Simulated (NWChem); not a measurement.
# C3H6F2 (1,3-difluoropropane) at 4 levels

We compute a comparison of 4 runs (HF/STO-3G, HF/3-21G, B3LYP/6-31G*) of C3H6F2 (1,3-difluoropropane). 

Program for the calculation: NWChem 7.3.0.

4 further runs of the same task are left out: 2 that didn't finish, 2 set aside as unsound or not needed.

## 1. The system as given

C3H6F2: 11 atoms, total charge 0, spin state singlet. SMILES: `FCCCF`. One bond was lengthened or shortened from a relaxed shape.

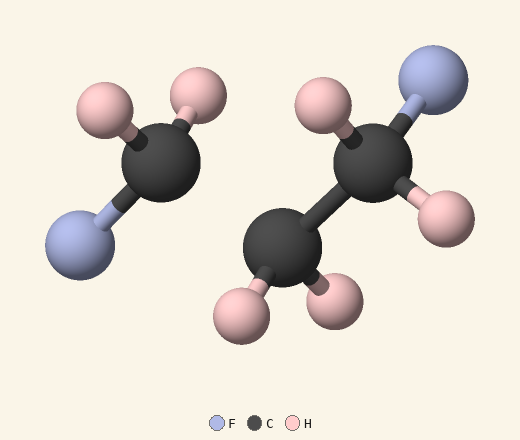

Viewed from a chosen angle; fluorine light blue, carbon dark grey, hydrogen pink.

## 2. A single-point energy at HF/STO-3G (run 1)

File work.xyz:

```xyz
11
C3H6F2
F     -2.015456     1.627666    -0.003818
C     -0.766356     1.195666     0.403882
C     -0.375000    -0.298800    -0.387800
C      0.967500    -0.838200     0.034700
F      1.975600     0.040200    -0.331200
H     -0.795556     1.070266     1.491882
H     -0.043056     1.976766     0.157382
H     -0.388200    -0.154300    -1.471600
H     -1.138100    -1.046200    -0.147100
H      1.026200    -0.968100     1.120800
H      1.173400    -1.798000    -0.445900
```

File run.py:

```python
from ase.io import read
from ase.calculators.nwchem import NWChem

atoms = read('work.xyz')

calc = NWChem(
    label='work',
    theory='scf',
    memory='2200 mb',
    basis='STO-3G',
    basispar='spherical bse',
    scf={'nopen': '0', 'rhf': None, 'thresh': '1e-08', 'maxiter': '80', 'print': 'low'},
    task='energy',
)
atoms.calc = calc

print("Total energy (eV):", round(atoms.get_potential_energy(), 6))
```

Command:

```bash
$ export ASE_NWCHEM_COMMAND="nwchem PREFIX.nwi > PREFIX.nwo"
$ python run.py
```

Output:

```text
Total energy (eV): -8483.397908
```

The calculator wrote work.nwi:

```
title "work"

permanent_dir work

scratch_dir work

start work

geometry units angstrom nocenter noautosym noautoz
  F  -2.0154559999999999e+00 1.6276660000000001e+00 -3.8180000000000002e-03
  C  -7.6635600000000004e-01 1.1956659999999999e+00 4.0388200000000002e-01
  C  -3.7500000000000000e-01 -2.9880000000000001e-01 -3.8779999999999998e-01
  C  9.6750000000000003e-01 -8.3819999999999995e-01 3.4700000000000002e-02
  F  1.9756000000000000e+00 4.0200000000000000e-02 -3.3119999999999999e-01
  H  -7.9555600000000004e-01 1.0702659999999999e+00 1.4918819999999999e+00
  H  -4.3055999999999997e-02 1.9767660000000000e+00 1.5738199999999999e-01
  H  -3.8819999999999999e-01 -1.5429999999999999e-01 -1.4716000000000000e+00
  H  -1.1380999999999999e+00 -1.0462000000000000e+00 -1.4710000000000001e-01
  H  1.0262000000000000e+00 -9.6809999999999996e-01 1.1208000000000000e+00
  H  1.1734000000000000e+00 -1.7980000000000000e+00 -4.4590000000000002e-01
end

memory 2200 mb

basis spherical bse noprint
   * library STO-3G
end

scf
  nopen 0
  rhf
  thresh 1e-08
  maxiter 80
  print low
end

task scf energy
```

work.nwo:

```text
Northwest Computational Chemistry Package (NWChem) 7.3.0
             --------------------------------------------------------

           Job information
           ---------------

    nwchem branch   = 7.3.0
    use scalapack   = T
    input           = work.nwi
    prefix          = work.
    data base       = work/work.db
    status          = startup
    nproc           =        1

           Memory information
           ------------------

    heap     =     72089596 doubles =      550.0 Mbytes
    stack    =     72089601 doubles =      550.0 Mbytes
    global   =    144179200 doubles =     1100.0 Mbytes (distinct from heap & stack)
    total    =    288358397 doubles =     2200.0 Mbytes
    verify   = yes
    hardfail = no

[... 37 lines left out ...]
            Nuclear Dipole moment (a.u.)
[... 50 lines left out ...]
                                 NWChem SCF Module
                                 -----------------

                                       work

  ao basis        = "ao basis"
  functions       =    31
  atoms           =    11
  closed shells   =    21
  open shells     =     0
  charge          =   0.00
  wavefunction    = RHF
  input vectors   = atomic
  output vectors  = work/work.movecs
  use symmetry    = F
  symmetry adapt  = F

 Forming initial guess at       0.0s

 Starting SCF solution at       0.1s

       Final RHF  results
       ------------------

         Total SCF energy =   -311.759125395549
      One-electron energy =   -788.899121271511
      Two-electron energy =    298.157999215682
 Nuclear repulsion energy =    178.981996660280

        Time for solution =      1.8s

 Task  times  cpu:        1.9s     wall:        1.9s
 Total times  cpu:        1.9s     wall:        1.9s
```

Wall time 2.9 s (1 thread of AMD EPYC 7R13 (Zen 3), shared host); peak memory 0.098 GiB.

## 3. The energy at HF/3-21G (run 2)

File m1.nw:

```
start m1
title "C3H6F2 hf"
memory stack 880 mb heap 220 mb global 1100 mb
charge 0

geometry noautosym nocenter noautoz
   F     -2.015456     1.627666    -0.003818
   C     -0.766356     1.195666     0.403882
   C     -0.375000    -0.298800    -0.387800
   C      0.967500    -0.838200     0.034700
   F      1.975600     0.040200    -0.331200
   H     -0.795556     1.070266     1.491882
   H     -0.043056     1.976766     0.157382
   H     -0.388200    -0.154300    -1.471600
   H     -1.138100    -1.046200    -0.147100
   H      1.026200    -0.968100     1.120800
   H      1.173400    -1.798000    -0.445900
end

basis spherical bse
   * library 3-21G
end

scf
   thresh 1e-08
   maxiter 80
end

task scf energy
```

Command:

```bash
$ nwchem m1.nw > m1.out
```

Output:

```text
[...]
  functions       =    57
[...]
  wavefunction    = RHF
[...]
         Total SCF energy =   -314.224191289515
      One-electron energy =   -789.339072060754
      Two-electron energy =    296.132884110959
 Nuclear repulsion energy =    178.981996660280
        Time for solution =      1.9s
[...]
```

It took 2.5 s on 1 thread of AMD EPYC 7R13 (Zen 3), shared host; peak memory 0.099 GiB.

Run 3 isn't shown in full; the table further down has it.

## 4. A single-point energy at B3LYP/6-31G(d) (Cartesian functions) (run 4)

File mymol.xyz:

```xyz
11
C3H6F2
F     -2.015456     1.627666    -0.003818
C     -0.766356     1.195666     0.403882
C     -0.375000    -0.298800    -0.387800
C      0.967500    -0.838200     0.034700
F      1.975600     0.040200    -0.331200
H     -0.795556     1.070266     1.491882
H     -0.043056     1.976766     0.157382
H     -0.388200    -0.154300    -1.471600
H     -1.138100    -1.046200    -0.147100
H      1.026200    -0.968100     1.120800
H      1.173400    -1.798000    -0.445900
```

File run.py:

```python
from ase.io import read
from ase.calculators.nwchem import NWChem

atoms = read('mymol.xyz')

calc = NWChem(
    label='mymol',
    theory='dft',
    memory='2200 mb',
    basis='6-31G*',
    dft={'xc': 'b3lyp', 'mult': '1', 'grid': 'xfine', 'convergence': 'energy 1e-08', 'iterations': '100', 'mulliken': None},
    task='energy',
)
atoms.calc = calc

e = atoms.get_potential_energy()
print(f"E = {e:.6f} eV")
print("dipole (e A):", atoms.get_dipole_moment().round(4))
```

Command:

```bash
$ export ASE_NWCHEM_COMMAND="nwchem PREFIX.nwi > PREFIX.nwo"
$ python run.py
```

Output:

```text
E = -8641.763112 eV
dipole (e A): [ 0.0317 -0.3165  0.155 ]
```

The calculator wrote mymol.nwi:

```
title "mymol"

permanent_dir mymol

scratch_dir mymol

start mymol

geometry units angstrom nocenter noautosym noautoz
  F  -2.0154559999999999e+00 1.6276660000000001e+00 -3.8180000000000002e-03
  C  -7.6635600000000004e-01 1.1956659999999999e+00 4.0388200000000002e-01
  C  -3.7500000000000000e-01 -2.9880000000000001e-01 -3.8779999999999998e-01
  C  9.6750000000000003e-01 -8.3819999999999995e-01 3.4700000000000002e-02
  F  1.9756000000000000e+00 4.0200000000000000e-02 -3.3119999999999999e-01
  H  -7.9555600000000004e-01 1.0702659999999999e+00 1.4918819999999999e+00
  H  -4.3055999999999997e-02 1.9767660000000000e+00 1.5738199999999999e-01
  H  -3.8819999999999999e-01 -1.5429999999999999e-01 -1.4716000000000000e+00
  H  -1.1380999999999999e+00 -1.0462000000000000e+00 -1.4710000000000001e-01
  H  1.0262000000000000e+00 -9.6809999999999996e-01 1.1208000000000000e+00
  H  1.1734000000000000e+00 -1.7980000000000000e+00 -4.4590000000000002e-01
end

memory 2200 mb

basis noprint
   * library 6-31G*
end

dft
  xc b3lyp
  mult 1
  grid xfine
  convergence energy 1e-08
  iterations 100
  mulliken
end

task dft energy
```

mymol.nwo:

```text
Northwest Computational Chemistry Package (NWChem) 7.3.0
             --------------------------------------------------------

           Job information
           ---------------

    nwchem branch   = 7.3.0
    use scalapack   = T
    input           = mymol.nwi
    prefix          = mymol.
    data base       = mymol/mymol.db
    status          = startup
    nproc           =        1

           Memory information
           ------------------

    heap     =     72089596 doubles =      550.0 Mbytes
    stack    =     72089601 doubles =      550.0 Mbytes
    global   =    144179200 doubles =     1100.0 Mbytes (distinct from heap & stack)
    total    =    288358397 doubles =     2200.0 Mbytes
    verify   = yes
    hardfail = no

[... 103 lines left out ...]
  convergence criterion.
[... 18 lines left out ...]
          Convergence on density requested:  1.00D-05
[... 25 lines left out ...]
          Convergence Information
[... 58 lines left out ...]
   convergence    iter        energy       DeltaE   RMS-Dens  Diis-err    time
[... 17 lines left out ...]
           Coulomb energy =      334.992070316743
[... 7 lines left out ...]
                       DFT Final Molecular Orbital Analysis
[... 633 lines left out ...]
 center of mass
 --------------
 x =  -0.07106391 y =   0.74282333 z =  -0.11909243

 moments of inertia (a.u.)
 ------------------
         309.100417030201         292.204538661004          49.521471330196
         292.204538661004         668.523720638419         -37.386906463280
          49.521471330196         -37.386906463280         895.619712395607

     Multipole analysis of the density
     ---------------------------------

     L   x y z        total         alpha         beta         nuclear
     -   - - -        -----         -----         ----         -------
     0   0 0 0     -0.000000    -21.000000    -21.000000     42.000000

     1   1 0 0      0.059890      1.510689      1.510689     -2.961488
[... 8 lines of this table left out ...]
     2   0 0 2    -20.674450    -25.993484    -25.993484     31.312517

 Task  times  cpu:       33.2s     wall:       33.2s
 Total times  cpu:       33.2s     wall:       33.2s
```

It took 35 s on 1 thread of AMD EPYC 7R13 (Zen 3), shared host; peak memory 0.15 GiB.

## 5. All runs side by side

```
run                               level  iteration cap  module  energy (Eh)  wall time
  1                           HF/STO-3G             80     scf  -311.759125      2.9 s
  2                            HF/3-21G             80     scf  -314.224191      2.5 s
  3  B3LYP/6-31G* (spherical functions)            100     dft  -317.574571       32 s
  4  B3LYP/6-31G* (Cartesian functions)            100     dft  -317.578939       35 s
```

## 6. Outcome

```
            quantity          value
 run 4: total energy  -317.57894 Eh
run 4: dipole moment         1.70 D
  run 4: HOMO energy       -8.27 eV
  run 4: LUMO energy        2.37 eV
run 4: HOMO–LUMO gap       10.63 eV
```

In run 1 the basis is minimal, so the values are rough. All runs together took 72 s, the longest 35 s.
